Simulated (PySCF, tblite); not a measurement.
# C5H14SSi: infrared bands, NMR shifts and electronic excitations in gas and solvents, part 2 of 2

tblite 0.8.0 and PySCF 2.14.0. Atoms count from 0.

## 6. TDDFT and polarisability: B3LYP/def2-SVPD

The job: settings as JSON, then the geometry in Å.

```
{"job": {"kind": "uv", "xc": "B3LYP", "basis": "def2-SVPD", "ip": true, "dynamic": true}, "charge": 0, "multiplicity": 1}
C      3.416423     0.453163    -0.470175
S      2.099507     0.232875     0.768121
Si     0.454745    -0.237294    -0.529532
C     -1.083740    -0.527461     0.546514
C     -1.391813     0.741271     1.346994
C     -0.826549    -1.700648     1.496684
C     -2.254002    -0.855359    -0.386155
H      3.587853    -0.469805    -1.041888
H      3.184449     1.277924    -1.159524
H      4.333997     0.701321     0.079709
H      0.227776     0.890073    -1.492006
H      0.776881    -1.458069    -1.339056
H     -0.561141     1.016593     2.015405
H     -2.289196     0.587325     1.972008
H     -1.589561     1.602076     0.688403
H     -1.717963    -1.886053     2.121573
H     -0.606587    -2.630478     0.948074
H      0.020838    -1.503091     2.171795
H     -2.464235    -0.032403    -1.088279
H     -2.066170    -1.765736    -0.977916
H     -3.171959    -1.028988     0.202822
```

Level: TDDFT B3LYP/def2-SVPD, vertical, gas phase, core orbitals frozen in the response.

Output:

```text
coarse grid: 17360 points
cycle   1  E = -886.1984049938  dE =  1.990e-01  |g| = 4.654e-01  |ddm| = 1.016e+01
cycle   2  E = -886.1647300648  dE =  3.367e-02  |g| = 5.860e-01  |ddm| = 2.705e+00
cycle   3  E = -886.2600455781  dE = -9.532e-02  |g| = 6.110e-02  |ddm| = 1.265e+00
cycle   4  E = -886.2608069058  dE = -7.613e-04  |g| = 3.080e-02  |ddm| = 2.194e-01
cycle   5  E = -886.2610362803  dE = -2.294e-04  |g| = 6.266e-03  |ddm| = 7.886e-02
cycle   6  E = -886.2610466033  dE = -1.032e-05  |g| = 1.976e-03  |ddm| = 1.864e-02
cycle   7  E = -886.2610477537  dE = -1.150e-06  |g| = 3.936e-04  |ddm| = 5.209e-03
final grid: 154920 points
cycle   8  E = -886.3736290330  dE = -5.210e-05  |g| = 6.075e-03  |ddm| = 3.026e-01
cycle   9  E = -886.3736216904  dE =  7.343e-06  |g| = 8.003e-03  |ddm| = 3.908e-02
cycle  10  E = -886.3736390202  dE = -1.733e-05  |g| = 6.538e-04  |ddm| = 1.672e-02
cycle  11  E = -886.3736391204  dE = -1.002e-07  |g| = 1.986e-04  |ddm| = 1.903e-03
cycle  12  E = -886.3736391294  dE = -9.054e-09  |g| = 5.238e-05  |ddm| = 6.345e-04
cycle  13  E = -886.3736391302  dE = -7.085e-10  |g| = 1.928e-05  |ddm| = 1.814e-04
converged SCF energy = -886.3736391302

Static polarisability (au): isotropic 113.081, principal 98.105 105.441 135.697

Singlet excitations
state   eV       nm        f      main configurations
  1   5.2741    235.1   0.00287   H->L 0.97
  2   5.9182    209.5   0.01206   H->L+1 0.83, H->L+2 0.12
  3   6.2069    199.8   0.00870   H->L+2 0.86, H->L+1 0.12
  4   6.6382    186.8   0.00089   H->L+3 0.80, H->L+5 0.11
  5   6.7840    182.8   0.00106   H-1->L 0.95
  6   6.7995    182.3   0.00617   H->L+5 0.75, H->L+3 0.11, H->L+4 0.08
  7   6.9607    178.1   0.03994   H->L+4 0.74, H->L+7 0.13
  8   7.0930    174.8   0.01035   H-2->L 0.57, H->L+7 0.22, H->L+4 0.10
  9   7.1139    174.3   0.00293   H->L+6 0.91
 10   7.2064    172.0   0.02281   H-1->L+1 0.92

Triplet excitations (Tamm-Dancoff, eV): 4.9788 5.6187 5.9279 6.3820
Vertical ionisation energy (delta-SCF) = 8.7582 eV
```

Run time: 4.6 min. Hardware: 1 thread of Arm Neoverse N1, shared host; peak memory 1.1 GiB.

The orbitals next to the gap, with their largest atomic shares:

| orbital | eV | atoms |
| --- | --- | --- |
| HOMO−3 | -9.20 | C3 19 %, C5 15 %, C4 15 % |
| HOMO−2 | -8.25 | S1 52 %, Si2 16 %, C0 9 % |
| HOMO−1 | -7.74 | C3 29 %, Si2 20 %, C6 8 % |
| HOMO | -6.52 | S1 70 %, C0 10 %, Si2 9 % |
| LUMO | -0.14 | S1 32 %, Si2 17 %, C0 11 % |
| LUMO+1 | 0.30 | Si2 19 %, S1 16 %, C5 7 % |
| LUMO+2 | 0.55 | S1 33 %, Si2 11 %, C0 9 % |

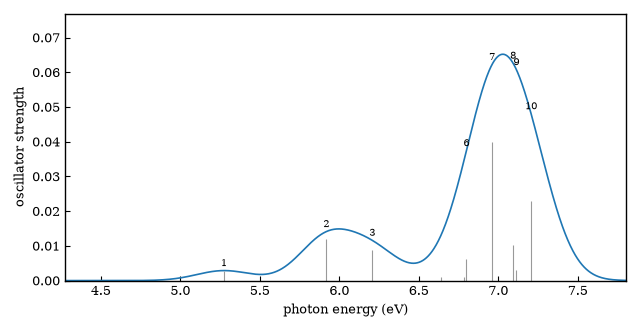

Absorption spectrum from the 10 singlet states computed; above the last one it falls off for lack of states. Lines are broadened to a width of 0.40 eV (Gaussian).

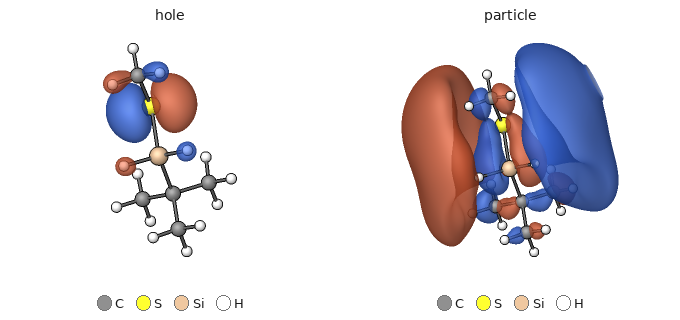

Leading natural transition orbitals of singlet state 7: the electron leaves the hole (left) for the particle orbital (right).

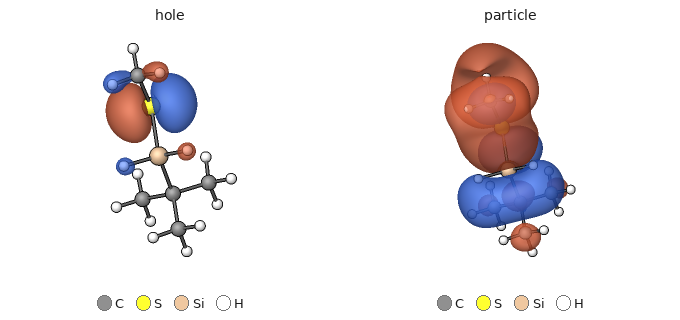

Leading natural transition orbitals of singlet state 1: the electron leaves the hole (left) for the particle orbital (right).

Ground-state properties from the same run:

| property | computed |
| --- | --- |
| dipole moment (D) | 0.86 |
| polarisability (Å³) | 16.76 |
| HOMO–LUMO gap (eV) | 6.38 |
| −ε(HOMO) (eV) | 6.52 |
| C6 with itself (au) | 4885 |

## 7. Nuclear shieldings: WP04/pcSseg-1

Settings changed since step 6:

```diff
@@ -1,2 +1,2 @@
-{"job": {"kind": "uv", "xc": "B3LYP", "basis": "def2-SVPD", "ip": true, "dynamic": true}, "charge": 0, "multiplicity": 1}
+{"job": {"kind": "nmr", "xc": "WP04", "basis": "pcSseg-1", "pop": false}, "charge": 0, "multiplicity": 1}
 C      3.416423     0.453163    -0.470175
```

Level: GIAO WP04/pcSseg-1 NMR shielding, non-relativistic, gas phase.

Output:

```text
coarse grid: 17360 points
cycle   1  E = -898.9522700925  dE =  1.507e-01  |g| = 7.427e-01  |ddm| = 3.959e+00
cycle   2  E = -898.8541304796  dE =  9.814e-02  |g| = 9.418e-01  |ddm| = 1.611e+00
cycle   3  E = -899.0920604784  dE = -2.379e-01  |g| = 1.046e-01  |ddm| = 9.981e-01
cycle   4  E = -899.0943334827  dE = -2.273e-03  |g| = 3.935e-02  |ddm| = 1.329e-01
cycle   5  E = -899.0946855350  dE = -3.521e-04  |g| = 9.741e-03  |ddm| = 3.887e-02
cycle   6  E = -899.0947070504  dE = -2.152e-05  |g| = 3.118e-03  |ddm| = 1.369e-02
cycle   7  E = -899.0947099204  dE = -2.870e-06  |g| = 6.327e-04  |ddm| = 4.353e-03
final grid: 154920 points
cycle   8  E = -899.1566240791  dE = -6.349e-05  |g| = 1.004e-02  |ddm| = 3.772e-02
cycle   9  E = -899.1566011408  dE =  2.294e-05  |g| = 1.366e-02  |ddm| = 2.003e-02
cycle  10  E = -899.1566502133  dE = -4.907e-05  |g| = 1.056e-03  |ddm| = 1.219e-02
cycle  11  E = -899.1566504568  dE = -2.435e-07  |g| = 3.166e-04  |ddm| = 1.226e-03
cycle  12  E = -899.1566504789  dE = -2.213e-08  |g| = 7.586e-05  |ddm| = 2.685e-04
cycle  13  E = -899.1566504802  dE = -1.301e-09  |g| = 2.765e-05  |ddm| = 1.207e-04
cycle  14  E = -899.1566504804  dE = -2.099e-10  |g| = 6.839e-06  |ddm| = 3.520e-05
converged SCF energy = -899.1566504804

GIAO shielding tensors (ppm)
atom      isotropic    diamagn.    paramagn.     s11        s22        s33       span
  0 C      155.351     249.028     -93.677    143.538    146.979    175.537     31.999
  1 S      653.164    1065.821    -412.657    550.972    560.825    847.696    296.724
  2 Si     337.348     885.904    -548.556    302.133    306.835    403.076    100.943
  3 C      149.373     251.945    -102.573    145.158    150.075    152.885      7.727
  4 C      144.400     249.867    -105.467    130.835    132.447    169.919     39.083
  5 C      144.378     248.618    -104.240    130.804    132.382    169.948     39.144
  6 C      144.491     248.402    -103.911    129.595    131.183    172.696     43.101
  7 H       29.740      29.742      -0.002     24.425     27.665     37.130     12.705
  8 H       29.726      30.480      -0.753     24.410     27.641     37.128     12.718
  9 H       29.643      27.290       2.354     24.287     26.707     37.936     13.649
 10 H       27.700      33.690      -5.990     24.169     26.864     32.066      7.897
 11 H       27.703      33.370      -5.668     24.181     26.866     32.061      7.880
 12 H       30.314      33.038      -2.724     25.389     30.572     34.981      9.592
 13 H       30.751      30.841      -0.091     27.234     28.345     36.673      9.439
 14 H       30.560      32.784      -2.224     27.087     28.155     36.437      9.350
 15 H       30.751      30.011       0.740     27.237     28.344     36.671      9.435
 16 H       30.558      31.341      -0.783     27.075     28.164     36.435      9.361
 17 H       30.306      32.150      -1.845     25.402     30.534     34.981      9.579
 18 H       30.545      31.755      -1.210     26.702     28.350     36.583      9.881
 19 H       30.549      31.205      -0.656     26.718     28.341     36.588      9.870
 20 H       30.617      29.792       0.825     27.185     28.133     36.535      9.350
```

Run time: 61 s. Hardware: 1 thread of Arm Neoverse N1, shared host; peak memory 0.96 GiB.

Key values: δ C4 28.0, C3 23.1, C0 17.1, S1 -191, H10 3.86, H7 1.86 ppm (means over like atoms).

## 8. NMR shieldings: PBE0/pcSseg-1 in dichloromethane

Settings changed since step 7:

```diff
@@ -1,2 +1,2 @@
-{"job": {"kind": "nmr", "xc": "WP04", "basis": "pcSseg-1", "pop": false}, "charge": 0, "multiplicity": 1}
+{"job": {"kind": "nmr", "xc": "PBE0", "basis": "pcSseg-1", "solvent": "dichloromethane", "pop": true}, "charge": 0, "multiplicity": 1}
 C      3.416423     0.453163    -0.470175
```

With the program's defaults for keys left out, this is: GIAO PBE0/pcSseg-1 NMR shielding, non-relativistic, IEF-PCM dichloromethane.

Output:

```text
coarse grid: 17360 points
cycle   1  E = -886.0222675203  dE =  2.779e-01  |g| = 4.110e-01  |ddm| = 3.852e+00
cycle   2  E = -886.0135979414  dE =  8.670e-03  |g| = 4.589e-01  |ddm| = 8.396e-01
cycle   3  E = -886.0689808854  dE = -5.538e-02  |g| = 4.519e-02  |ddm| = 4.506e-01
cycle   4  E = -886.0693556000  dE = -3.747e-04  |g| = 2.431e-02  |ddm| = 6.687e-02
cycle   5  E = -886.0694938377  dE = -1.382e-04  |g| = 3.774e-03  |ddm| = 2.497e-02
cycle   6  E = -886.0694971816  dE = -3.344e-06  |g| = 1.177e-03  |ddm| = 5.281e-03
final grid: 154920 points
cycle   7  E = -886.1142611922  dE = -3.755e-05  |g| = 1.050e-02  |ddm| = 3.251e-02
cycle   8  E = -886.1142470426  dE =  1.415e-05  |g| = 1.285e-02  |ddm| = 2.017e-02
cycle   9  E = -886.1142893625  dE = -4.232e-05  |g| = 6.540e-04  |ddm| = 1.124e-02
cycle  10  E = -886.1142894497  dE = -8.714e-08  |g| = 2.158e-04  |ddm| = 7.079e-04
cycle  11  E = -886.1142894603  dE = -1.060e-08  |g| = 4.104e-05  |ddm| = 1.813e-04
cycle  12  E = -886.1142894606  dE = -3.422e-10  |g| = 1.928e-05  |ddm| = 5.745e-05
converged SCF energy = -886.1142894606

GIAO shielding tensors (ppm)
atom      isotropic    diamagn.    paramagn.     s11        s22        s33       span
  0 C      171.539     248.959     -77.420    159.595    163.575    191.447     31.852
  1 S      732.503    1061.363    -328.859    631.033    659.985    906.492    275.459
  2 Si     348.727     882.181    -533.454    309.131    315.402    421.647    112.515
  3 C      165.326     248.752     -83.426    161.298    165.603    169.078      7.780
  4 C      156.531     248.832     -92.301    142.314    143.484    183.795     41.481
  5 C      156.514     247.944     -91.430    142.234    143.465    183.842     41.608
  6 C      156.964     247.566     -90.602    140.820    142.905    187.166     46.346
  7 H       29.259      28.745       0.514     23.391     27.106     37.279     13.888
  8 H       29.245      29.174       0.071     23.377     27.080     37.277     13.900
  9 H       29.060      27.352       1.708     23.007     26.001     38.172     15.165
 10 H       26.761      31.509      -4.748     23.134     25.909     31.239      8.105
 11 H       26.764      31.570      -4.806     23.148     25.910     31.234      8.086
 12 H       30.007      31.841      -1.834     24.646     30.261     35.114     10.468
 13 H       30.385      31.141      -0.755     26.625     27.781     36.750     10.126
 14 H       30.170      31.435      -1.264     26.319     27.538     36.655     10.335
 15 H       30.385      30.523      -0.138     26.626     27.779     36.748     10.122
 16 H       30.169      30.664      -0.495     26.305     27.549     36.654     10.349
 17 H       29.998      31.191      -1.193     24.660     30.223     35.112     10.453
 18 H       30.146      30.581      -0.434     25.862     27.786     36.791     10.929
 19 H       30.149      30.479      -0.330     25.878     27.774     36.795     10.917
 20 H       30.256      30.278      -0.022     26.541     27.569     36.658     10.118
```

Run time: 68 s. Hardware: 1 thread of Arm Neoverse N1, shared host; peak memory 1.1 GiB.

Key values: δ C4 28.7, C3 20.0, C0 13.8, S1 -237, H10 4.48, H7 2.06 ppm (means over like atoms).

## 9. Shielding tensors: PBE0/pcSseg-1 in tetrahydrofuran

Settings changed since step 8:

```diff
@@ -1,2 +1,2 @@
-{"job": {"kind": "nmr", "xc": "PBE0", "basis": "pcSseg-1", "solvent": "dichloromethane", "pop": true}, "charge": 0, "multiplicity": 1}
+{"job": {"kind": "nmr", "xc": "PBE0", "basis": "pcSseg-1", "solvent": "tetrahydrofuran", "pop": false}, "charge": 0, "multiplicity": 1}
 C      3.416423     0.453163    -0.470175
```

Level: GIAO PBE0/pcSseg-1 NMR shielding, non-relativistic, IEF-PCM tetrahydrofuran.

Output:

```text
coarse grid: 17360 points
cycle   1  E = -886.0220284947  dE =  2.781e-01  |g| = 4.113e-01  |ddm| = 3.852e+00
cycle   2  E = -886.0132316772  dE =  8.797e-03  |g| = 4.597e-01  |ddm| = 8.421e-01
cycle   3  E = -886.0688178304  dE = -5.559e-02  |g| = 4.535e-02  |ddm| = 4.525e-01
cycle   4  E = -886.0691951671  dE = -3.773e-04  |g| = 2.435e-02  |ddm| = 6.704e-02
cycle   5  E = -886.0693338942  dE = -1.387e-04  |g| = 3.800e-03  |ddm| = 2.505e-02
cycle   6  E = -886.0693372878  dE = -3.394e-06  |g| = 1.184e-03  |ddm| = 5.335e-03
final grid: 154920 points
cycle   7  E = -886.1141018186  dE = -3.752e-05  |g| = 1.050e-02  |ddm| = 3.251e-02
cycle   8  E = -886.1140875677  dE =  1.425e-05  |g| = 1.287e-02  |ddm| = 2.019e-02
cycle   9  E = -886.1141299980  dE = -4.243e-05  |g| = 6.541e-04  |ddm| = 1.127e-02
cycle  10  E = -886.1141300852  dE = -8.719e-08  |g| = 2.160e-04  |ddm| = 7.084e-04
cycle  11  E = -886.1141300958  dE = -1.061e-08  |g| = 4.110e-05  |ddm| = 1.813e-04
cycle  12  E = -886.1141300961  dE = -3.381e-10  |g| = 1.937e-05  |ddm| = 5.777e-05
converged SCF energy = -886.1141300961

GIAO shielding tensors (ppm)
atom      isotropic    diamagn.    paramagn.     s11        s22        s33       span
  0 C      171.510     248.959     -77.448    159.572    163.570    191.389     31.817
  1 S      732.060    1061.346    -329.286    630.706    659.345    906.128    275.422
  2 Si     348.738     882.181    -533.443    309.141    315.379    421.693    112.552
  3 C      165.334     248.758     -83.424    161.303    165.626    169.072      7.769
  4 C      156.506     248.813     -92.307    142.275    143.479    183.765     41.490
  5 C      156.489     247.924     -91.435    142.195    143.460    183.812     41.617
  6 C      156.922     247.561     -90.639    140.780    142.852    187.134     46.354
  7 H       29.266      28.756       0.509     23.401     27.114     37.282     13.881
  8 H       29.251      29.186       0.066     23.386     27.089     37.279     13.892
  9 H       29.065      27.361       1.704     23.016     26.008     38.171     15.155
 10 H       26.762      31.509      -4.748     23.137     25.909     31.239      8.101
 11 H       26.765      31.570      -4.805     23.152     25.910     31.234      8.082
 12 H       30.000      31.831      -1.830     24.639     30.253     35.109     10.470
 13 H       30.390      31.142      -0.752     26.631     27.785     36.753     10.123
 14 H       30.173      31.434      -1.261     26.320     27.542     36.656     10.336
 15 H       30.389      30.524      -0.135     26.632     27.783     36.751     10.119
 16 H       30.171      30.663      -0.492     26.306     27.553     36.656     10.350
 17 H       29.992      31.180      -1.188     24.652     30.215     35.108     10.455
 18 H       30.149      30.584      -0.435     25.867     27.788     36.790     10.923
 19 H       30.151      30.483      -0.331     25.883     27.777     36.794     10.911
 20 H       30.259      30.282      -0.023     26.546     27.571     36.659     10.112
```

Wall time 63 s (1 thread of Arm Neoverse N1, shared host); peak memory 1.1 GiB.

This run: δ C4 28.6, C3 19.9, C0 13.8, S1 -237, H10 4.48, H7 2.05 ppm (means over like atoms).

## 10. Excited states and response: B3LYP/def2-SVPD in dichloromethane

Settings changed since step 9:

```diff
@@ -1,2 +1,2 @@
-{"job": {"kind": "nmr", "xc": "PBE0", "basis": "pcSseg-1", "solvent": "tetrahydrofuran", "pop": false}, "charge": 0, "multiplicity": 1}
+{"job": {"kind": "uv", "xc": "B3LYP", "basis": "def2-SVPD", "solvent": "dichloromethane", "nstates": 6, "ntriplets": 0}, "charge": 0, "multiplicity": 1}
 C      3.416423     0.453163    -0.470175
```

Method: TDDFT B3LYP/def2-SVPD, vertical, IEF-PCM dichloromethane (non-equilibrium linear response), core orbitals frozen in the response.

Output:

```text
coarse grid: 17360 points
cycle   1  E = -886.2045568613  dE =  1.935e-01  |g| = 4.583e-01  |ddm| = 1.018e+01
cycle   2  E = -886.1772520706  dE =  2.730e-02  |g| = 5.605e-01  |ddm| = 2.717e+00
cycle   3  E = -886.2639241796  dE = -8.667e-02  |g| = 5.545e-02  |ddm| = 1.234e+00
cycle   4  E = -886.2645268714  dE = -6.027e-04  |g| = 2.906e-02  |ddm| = 2.039e-01
cycle   5  E = -886.2647366439  dE = -2.098e-04  |g| = 4.911e-03  |ddm| = 7.461e-02
cycle   6  E = -886.2647427536  dE = -6.110e-06  |g| = 1.401e-03  |ddm| = 1.672e-02
final grid: 154920 points
cycle   7  E = -886.3772999919  dE = -5.123e-05  |g| = 6.719e-03  |ddm| = 2.995e-01
cycle   8  E = -886.3772912251  dE =  8.767e-06  |g| = 8.824e-03  |ddm| = 3.772e-02
cycle   9  E = -886.3773120944  dE = -2.087e-05  |g| = 4.497e-04  |ddm| = 1.630e-02
cycle  10  E = -886.3773121368  dE = -4.239e-08  |g| = 1.985e-04  |ddm| = 1.418e-03
cycle  11  E = -886.3773121459  dE = -9.160e-09  |g| = 3.460e-05  |ddm| = 5.839e-04
cycle  12  E = -886.3773121462  dE = -2.644e-10  |g| = 1.490e-05  |ddm| = 1.476e-04
converged SCF energy = -886.3773121462

Static polarisability (au): isotropic 150.626, principal 135.022 145.331 171.526

Singlet excitations
state   eV       nm        f      main configurations
  1   5.4017    229.5   0.00654   H->L 0.97
  2   5.9889    207.0   0.02226   H->L+1 0.92
  3   6.3664    194.7   0.00917   H->L+2 0.93
  4   6.7408    183.9   0.00194   H-1->L 0.97
  5   6.7685    183.2   0.00021   H->L+3 0.83, H->L+5 0.09
  6   6.9756    177.7   0.00910   H->L+5 0.86
```

Wall time 1.7 min (1 thread of Arm Neoverse N1, shared host); peak memory 1.3 GiB.

In short: HOMO -6.59 eV, LUMO -0.05 eV; lowest singlet 5.40 eV.

## 11. Side by side: NMR shifts

Shifts (ppm) of some atoms, chosen among heavy atoms and hydrogens apart, means over like atoms, with basis size and wall time:

| run | C4 | C3 | C0 | H10 | H7 | S1 | Si2 | functions | time |
| --- | --- | --- | --- | --- | --- | --- | --- | --- | --- |
| PBE0/pcSseg-1 | 28.4 | 18.8 | 13.7 | 4.51 | 1.93 | -226 | 2.9 | 203 | 78 s |
| WP04/pcSseg-1 | 28.0 | 23.1 | 17.1 | 3.86 | 1.86 | -191 | 1.3 | 203 | 61 s |
| PBE0/pcSseg-1 in dichloromethane | 28.7 | 20.0 | 13.8 | 4.48 | 2.06 | -237 | 3.1 | 203 | 68 s |
| PBE0/pcSseg-1 in tetrahydrofuran | 28.6 | 19.9 | 13.8 | 4.48 | 2.05 | -237 | 3.1 | 203 | 63 s |

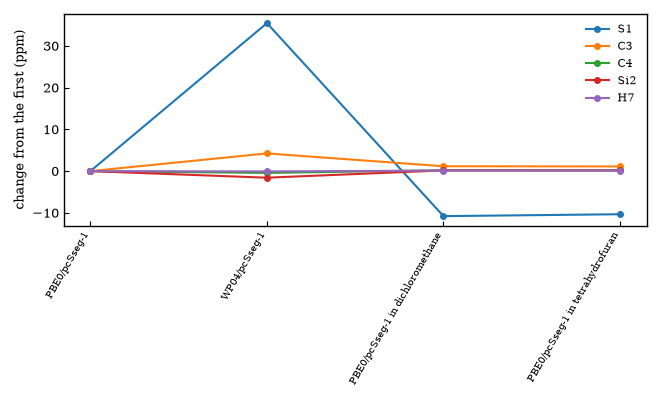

How five of the tabulated atoms move from run to run.

The continuum's effect on the ground state:

| solvent | ε | polarisation energy (Eh) | μ (D) |
| --- | --- | --- | --- |
| tetrahydrofuran | 7.43 | -0.0043 | 1.45 |
| dichloromethane | 8.93 | -0.0045 | 1.47 |

## 12. Run by run: electronic excitations

Excitations and ground-state properties, with basis size and wall time:

| run | lowest singlet (eV) | brightest (eV) | f | gap (eV) | α (Å³) | μ (D) | functions | time |
| --- | --- | --- | --- | --- | --- | --- | --- | --- |
| B3LYP/def2-SVPD | 5.27 | 6.96 | 0.040 | 6.38 | 16.76 | 0.86 | 263 | 4.6 min |
| B3LYP/def2-SVPD in dichloromethane | 5.40 | 5.99 | 0.022 | 6.54 | 22.32 | 1.28 | 263 | 1.7 min |

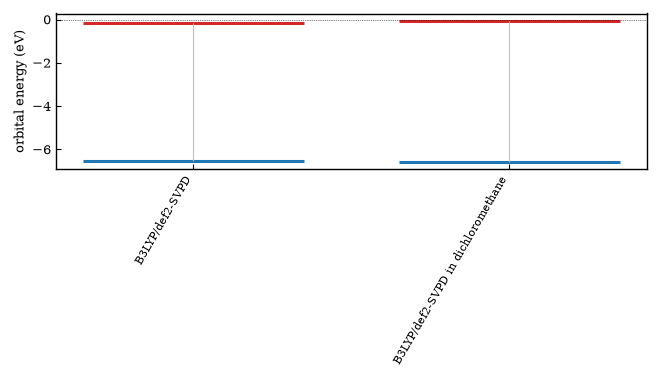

HOMO (blue) and LUMO (red) run by run.

## 13. Results

What follows sums up all 2 parts.

```
                                                               quantity                        value
                              strongest single infrared mode (GFN2-xTB)        2229 cm⁻¹, 392 km/mol
                                           zero-point energy (GFN2-xTB)               110.2 kcal/mol
                                                            point group                           Cs
                                   rotational constants (main isotopes)         3.31, 0.95, 0.89 GHz
¹³C shifts against TMS (PBE0/pcSseg-1, means over atoms taken as alike)         28.4, 18.8, 13.7 ppm
 ¹H shifts against TMS (PBE0/pcSseg-1, means over atoms taken as alike)         4.51, 1.93, 1.05 ppm
                                 ³³S shifts against CS2 (PBE0/pcSseg-1)                     -226 ppm
                                ²⁹Si shifts against TMS (PBE0/pcSseg-1)                      2.9 ppm
                                  surface potential, least and greatest           -1.01 V and 0.80 V
                                       lowest singlet (B3LYP/def2-SVPD)  5.27 eV (235 nm), f = 0.003
                               brightest single state of those computed  state 7, 6.96 eV, f = 0.040
                                                         lowest triplet                      4.98 eV
                                      vertical ionisation energy (ΔSCF)                      8.76 eV
                          range of the shift of S1 (PBE0/pcSseg-1 runs)             -237 to -226 ppm
                                            range of the lowest singlet              5.27 to 5.40 eV
```

Over 34 steps the energy fell by 0.119 eV; of the close pairs, Si2–C3 changed most, 1.955 to 1.907 Å (GFN2-xTB). All 57 modes are real, so the xTB geometry is a minimum. The strongest single mode, at 2229 cm⁻¹, moves mainly H11 and H10. GFN2-xTB is a fitted tight-binding method: band positions and strengths are rough. Its intensities can rank the bands wrongly. The optimisation took 3 steps and gained 0.216 eV; among the close pairs (by a distance rule), Si2–H10 changed most, from 1.452 to 1.500 Å (PBE0/def2-SVP). No frequency check was run at this level, so the end point may be a saddle. At PBE0/pcSseg-1: Shielding is most anisotropic at S1 (span 275 ppm, paramagnetic term -339 ppm). The lowest singlet, at 5.27 eV, is HOMO→LUMO 0.97 and is weak; of the 10 states computed, the strongest absorption comes from state 7 at 6.96 eV. The lowest triplet lies 0.30 eV below the lowest singlet (triplets in Tamm-Dancoff, singlets in full TDDFT). ΔSCF puts the ionisation energy at 8.76 eV, 2.24 eV above −ε(HOMO). At one level, PBE0/pcSseg-1: Across the 3 runs the shift of S1 moves most, between -237 (PBE0/pcSseg-1 in dichloromethane) and -226 ppm (PBE0/pcSseg-1). The continuum holds electrostatics alone: no hydrogen bonds to the solvent, and the gas-phase geometry is kept. The lowest singlet runs from 5.27 eV (B3LYP/def2-SVPD) to 5.40 eV (B3LYP/def2-SVPD in dichloromethane), while the orbital gap spans 6.38 to 6.54 eV. The lowest state need not be the same one in every run. The runs solved for a few states only, so the brightest column depends on that window.
